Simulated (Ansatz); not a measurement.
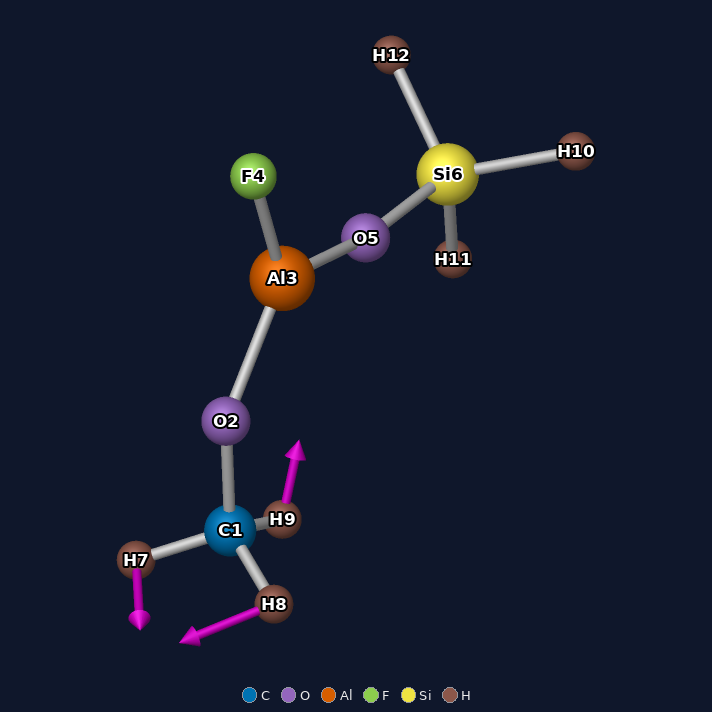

The arrows show one normal mode. Harmonic vibrations computed with RKS PBE0-D4/def2-TZVP (Ansatz 0.2.0) at a stationary point of the same level.

Describe the motion.

Mostly H–C–H bending.

Estimate its harmonic wavenumber.

1502 cm⁻¹; it is mode 24 of 30 counted from the lowest.
